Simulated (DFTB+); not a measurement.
## Polarizability calculation of C$_{6}$H$_{10}$

The run: polarizability calculation of C$_{6}$H$_{10}$ (cyclohexene), SMILES C1=CCCCC1. Method and program: DFTB2, R-SCC (DFTB+ 25.1).

The geometry comes from this level: GFN2-xTB.

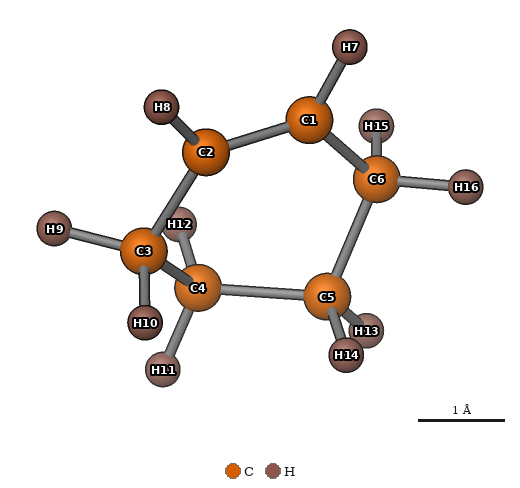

**Figure 1.** The structure as given in the input (ball-and-stick view, seen at a tilt; atoms are numbered from 1 in the order of the input).

**Input file (dftb_in.hsd)**
```
# DFTB2 finite-field polarizability
Geometry = xyzFormat {
  <<< "geo.xyz"
}
Hamiltonian = DFTB {
  SCC = Yes
  SlaterKosterFiles = Type2FileNames {
    Prefix = "slakos/"
    Separator = ""
    Suffix = ".spl"
    LowerCaseTypeName = Yes
  }
  MaxAngularMomentum {
    C = "p"
    H = "s"
  }
  SCCTolerance = 1e-09
  Filling = Fermi {
    Temperature [K] = 300
  }
}
Analysis {
  Polarisability {
    Static = Yes
  }
}
Options {
  WriteResultsTag = Yes
}
ParserOptions {
  ParserVersion = 14
}
```

**File geo.xyz**
```
16

C     -0.460880    -0.229540     1.449690
C      0.847170    -0.256930     1.258570
C      1.492050    -0.057630    -0.078860
C      0.479760    -0.211220    -1.210830
C     -0.778830     0.587110    -0.888930
C     -1.452830     0.010510     0.353420
H     -0.874760    -0.395340     2.435380
H      1.519790    -0.421870     2.089500
H      2.308590    -0.774090    -0.201850
H      1.936990     0.943050    -0.110900
H      0.916590     0.127770    -2.152350
H      0.216350    -1.265350    -1.320970
H     -1.470460     0.566180    -1.733530
H     -0.504630     1.627700    -0.702750
H     -1.941340    -0.938210     0.104950
H     -2.233550     0.687850     0.709480
```

Run on 1 thread of Intel Xeon @ 2.50GHz (Skylake/Cascade Lake), 128 GiB of memory available, shared host.

Launched with:
```bash
dftb+ > output.log
```

**The program's output**
```
|  DFTB+ development version (commit: a23bfb2)

Reading input file 'dftb_in.hsd'
Parser version: 14

--------------------------------------------------------------------------------
Reading SK-files:
./slakos/cc.spl
./slakos/ch.spl
./slakos/hh.spl
Done.

Processed input in HSD format written to 'dftb_pin.hsd'

Starting initialization...
--------------------------------------------------------------------------------
OpenMP threads:              1
Chosen random seed:          363870897
Current stacksize:           unlimited
Mode:                        Static calculation
Self consistent charges:     Yes
SCC-tolerance:                 0.100000E-08
Max. scc iterations:                    100
Shell resolved Hubbard:      No
Spin polarisation:           No
Nr. of up electrons:            17.000000
Nr. of down electrons:          17.000000
Periodic boundaries:         No
Electronic solver:           Relatively robust
Mixer:                       Broyden mixer
Mixing parameter:                  0.200000
Nr. of chrg. vec. in memory:            100
Max. SCC-cycles:                        100
Electronic temperature:              0.950045E-03 H      0.258520E-01 eV
Initial charges:             Set automatically (system chrg:   0.000E+00)
Included shells:             C:  s, p
                             H:  s
Extra options:
                             Mulliken analysis

--------------------------------------------------------------------------------

***  Geometry step: 0

 iSCC Total electronic   Diff electronic      SCC error
    1   -0.14349265E+02    0.00000000E+00    0.16116017E+00
    2   -0.14352626E+02   -0.14349265E+02    0.10666777E+00
    3   -0.14355209E+02   -0.33611400E-02    0.56052807E-02
    4   -0.14355211E+02   -0.25828777E-02    0.24901202E-02
    5   -0.14355211E+02   -0.18654069E-05    0.14597424E-03
    6   -0.14355211E+02   -0.39771113E-06    0.25727542E-04
    7   -0.14355211E+02   -0.26195774E-08    0.15697124E-04
    8   -0.14355211E+02   -0.25970337E-10    0.36338897E-05
    9   -0.14355211E+02   -0.14626522E-10    0.15471341E-06
   10   -0.14355211E+02   -0.75672801E-12    0.20906311E-07
   11   -0.14355211E+02   -0.19539925E-13    0.58542305E-08
   12   -0.14355211E+02    0.00000000E+00    0.56836424E-10

Total Energy:                      -14.0733614680 H         -382.9557 eV
Extrapolated to 0K:                -14.0733614680 H         -382.9557 eV
Total Mermin free energy:          -14.0733614680 H         -382.9557 eV
Force related energy:              -14.0733614680 H         -382.9557 eV

 Perturbation calculation with respect to applied electric field

 Non-metallic system
 Polarisabilty for field along x
 Static response calculation
 SCC Iter  Error
 1         0.104988404730E+02
 2         0.197183174282E+02
 3         0.991472398472E+01
 4         0.433815358612E+00
 5         0.103658116306E+00
 6         0.513181791260E-01
 7         0.146340998614E-02
 8         0.944339260963E-03
 9         0.149991648814E-03
 10        0.439316474266E-05
 Polarisabilty for field along y
 Static response calculation
 SCC Iter  Error
 1         0.414944138841E+01
 2         0.234675710417E+01
 3         0.160043664560E+01
 4         0.221049566262E+00
 5         0.745181580469E-01
 6         0.336096400748E-01
 7         0.149165792851E-02
 8         0.235234286688E-03
 9         0.106258891418E-03
 10        0.876148695528E-05
 Polarisabilty for field along z
 Static response calculation
 SCC Iter  Error
 1         0.393908247772E+01
 2         0.461922173191E+01
 3         0.255001959098E+01
 4         0.358590774372E+00
 5         0.100667197612E+00
 6         0.325529669038E-01
 7         0.205875147331E-02
 8         0.438389623297E-03
 9         0.163361408906E-03
 10        0.146223607841E-04
 11        0.146239689847E-05

 Electric field polarisability (a.u.)

 Static polarisability:
  0.563622058485E+02 -0.108023808438E+01 -0.150931766995E+01
 -0.108025553750E+01  0.296211084751E+02 -0.302078041710E+01
 -0.150931429832E+01 -0.302077159632E+01  0.468470691342E+02

--------------------------------------------------------------------------------
--------------------------------------------------------------------------------
SCC                                    +       0.01 ( 64.7%)       0.01 ( 65.0%)
--------------------------------------------------------------------------------
Missing                                +       0.01 ( 35.3%)       0.01 ( 35.0%)
Total                                  =       0.02 (100.0%)       0.02 (100.0%)
--------------------------------------------------------------------------------
```

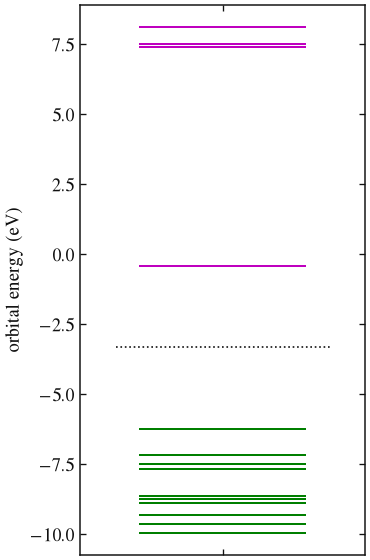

**Figure 2.** Orbital energies near the frontier; the dotted line parts filled from empty levels, and levels within 0.02 eV of each other stand side by side. Highest filled −6.23 eV, lowest empty −0.41 eV, 5.82 eV apart.

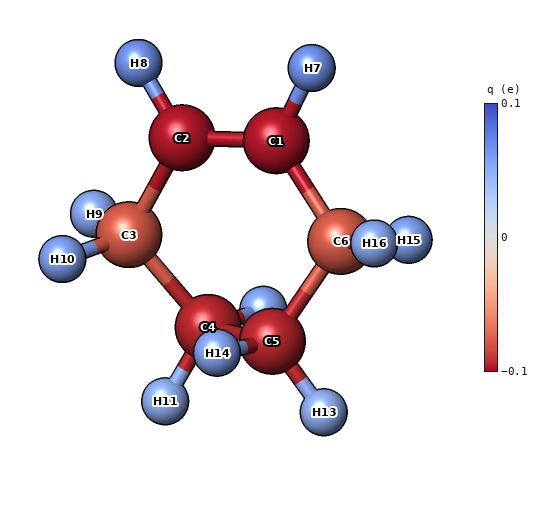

**Figure 3.** Mulliken charges, as the colour of each atom (ball-and-stick view, seen at a tilt; atoms are numbered from 1 in the order of the input). By element: C −0.10 to −0.07 and H +0.04 to +0.06 e.

**Key numbers**

| quantity | value |
| --- | --- |
| outcome | converged |
| total energy | −14.073361 hartree |
| basis functions | 34 |
| HOMO | −6.23 eV |
| LUMO | −0.41 eV |
| dipole moment | 0.26 D |
| peak memory | 0.077 GiB |
